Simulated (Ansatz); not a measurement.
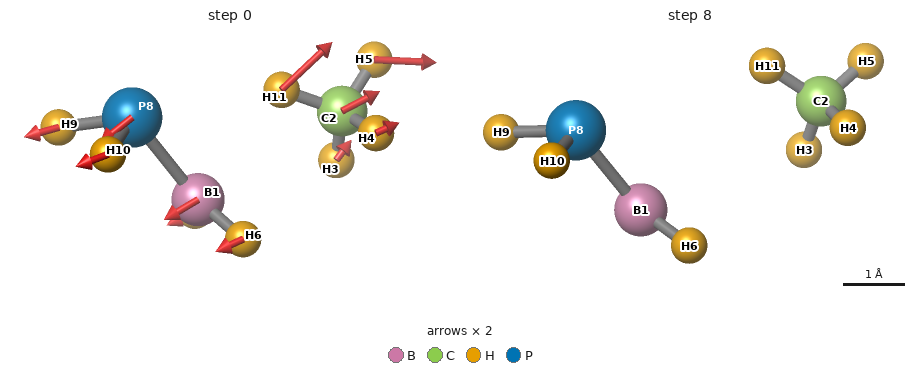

The structure of CH$_{8}$BP before (left) and after (right) a relaxation, at one scale. The red arrows give the displacements, magnified 2 times.

A ball-and-stick model, seen at a tilt.

The run prepares an end point of a later path (reaction) calculation, from a guessed geometry.

The calculation used RKS r2SCAN-D4/def2-SVP (Ansatz). (no spin polarisation; force threshold 0.03 eV/Å; at most 50 steps)

### Summarise the run.

The atom that moves furthest after the best rigid fit is an H atom (0.59 Å). By element the largest moves are H 0.59 Å, C 0.36 Å, P 0.34 Å, B 0.34 Å. Some distances before and after: B–P 1.901 → 1.857 Å, C–H 1.106 → 1.099 Å. Bond angles that change, for instance: B–P–H 101.4° → 106.3°, B–P–H 101.8° → 106.3°, H–P–H 98.6° → 100.9°. After 7 accepted moves (8 points after the start) the energy has fallen by 12.3 kJ/mol. Largest force component: 0.38 eV/Å at the start, 0.017 eV/Å at the end. The line search rejected the trial step at point 2 of the run.

Limits of the set-up: the start holds two separate molecules, 2.3 Å apart at their closest, whose relative position is a soft coordinate.
